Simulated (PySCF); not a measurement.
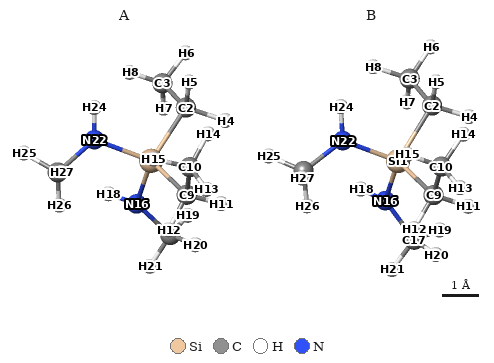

Two geometries of C₆H₁₈N₂Si, drawn at one scale. One is the start of a relaxation, the other its converged end. Style: ball-and-stick. Shown from a free direction.

Computed with PySCF, PBE0-D3(BJ)/def2-SVP geometry optimisation, gas phase. 

### Which one is relaxed?

Structure B is the relaxed one. The start comes from GFN2-xTB. Its atoms were then displaced at random by about 0.03 Å. Over 10 geometry steps the energy falls by 33.0 kcal/mol. The largest move after the best rigid fit is that of an H atom, 0.45 Å. Largest moves by element: H 0.45 Å, C 0.20 Å, N 0.11 Å, Si 0.10 Å. Some distances before and after: N–Si 1.849 → 1.738 Å, C–H 1.001 → 1.102 Å, C–H 1.179 → 1.105 Å, C–H 1.043 → 1.102 Å. Bond angles that change, for instance: H–C–H 120.2° → 107.2°, N–C–H 105.5° → 114.1°, H–C–H 115.3° → 107.1°. Cost: 15 min on 1 thread of Intel(R) Xeon(R) Processor @ 2.50GHz, with other jobs on the host.
